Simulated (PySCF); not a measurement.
# C₃H₇FOSi: electronic excitations and core binding energies

What electronic excitations and core binding energies should C₃H₇FOSi (`FC[C@H]1C[SiH2]O1`) show?

Programs: PySCF 2.14.0, with density-fitted response routines of our own. Each step states its level of theory. These are calculated values for one molecule in the gas phase, unless marked as measured. Atoms are numbered from 0 throughout.

### Step 1. The starting structure

13 atoms, charge 0, multiplicity 1; geometry from: GFN2-xTB.

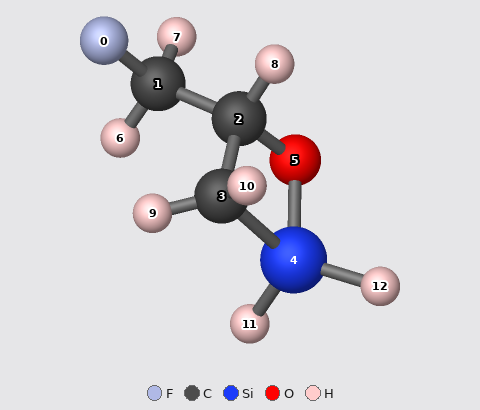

As it starts; fluorine light blue, carbon dark grey, silicon blue, oxygen red, hydrogen pink, atoms numbered.

### Step 2. Excited states and response: wB97X-D/def2-SVPD

Job settings and geometry (Å):

```
{"job": {"kind": "uv", "xc": "wB97X-D", "basis": "def2-SVPD", "nstates": 8, "ntriplets": 3}, "charge": 0, "multiplicity": 1}
F      2.372121     1.044355     0.265423
C      1.645019     0.056202    -0.347323
C      0.419227    -0.291901     0.481051
C     -0.670938     0.785533     0.495544
Si    -1.708840    -0.537234    -0.405411
O     -0.283612    -1.358144    -0.162990
H      1.347130     0.429868    -1.332075
H      2.299094    -0.814317    -0.456956
H      0.730625    -0.619245     1.477171
H     -0.391886     1.681677    -0.049794
H     -0.977875     1.071985     1.496154
H     -1.976512    -0.318435    -1.821387
H     -2.807941    -1.129860     0.342865
```

Level: TDDFT wB97X-D/def2-SVPD, vertical, gas phase, core orbitals frozen in the response.

Run with:

```
> OMP_NUM_THREADS=1 python probes_run.py task.json out
```

One launch serves the whole session: the jobs run in the order shown.

**Question.** This job is followed by: delta-SCF UKS SCAN, pcX-2 on the ionised atom, pcseg-1 elsewhere, spin-free X2C. Predict these results of the whole session: lowest singlet (wB97X-D/def2-SVPD); brightest single state of those computed; lowest triplet; C1s binding energies, SCAN/pcX-2; F1s binding energies, SCAN/pcX-2; Si1s binding energies, SCAN/pcX-2; Si2p binding energies, SCAN/pcX-2; O1s binding energies, SCAN/pcX-2.

The runs gave:

```
                                quantity                               value
      lowest singlet (wB97X-D/def2-SVPD)         6.59 eV (188 nm), f = 0.001
brightest single state of those computed         state 2, 6.95 eV, f = 0.054
                          lowest triplet                             6.32 eV
        C1s binding energies, SCAN/pcX-2  C1 292.99, C2 292.39, C3 290.27 eV
        F1s binding energies, SCAN/pcX-2                        F0 692.50 eV
       Si1s binding energies, SCAN/pcX-2                      Si4 1847.32 eV
       Si2p binding energies, SCAN/pcX-2                       Si4 107.69 eV
        O1s binding energies, SCAN/pcX-2                        O5 537.75 eV
```

What this shows: The first singlet state (HOMO→LUMO 0.93) lies at 6.59 eV and is weak; of the 8 states computed, the strongest absorption comes from state 2 at 6.95 eV (the last state computed is bright too, and its partners may lie past the list). The lowest triplet lies 0.27 eV below the lowest singlet (triplets in Tamm-Dancoff, singlets in full TDDFT). The C1s levels kept as sound span 2.73 eV, from C3 (sp3 CH2 bonded to Si) up to C1 (sp3 CH2 bonded to F).
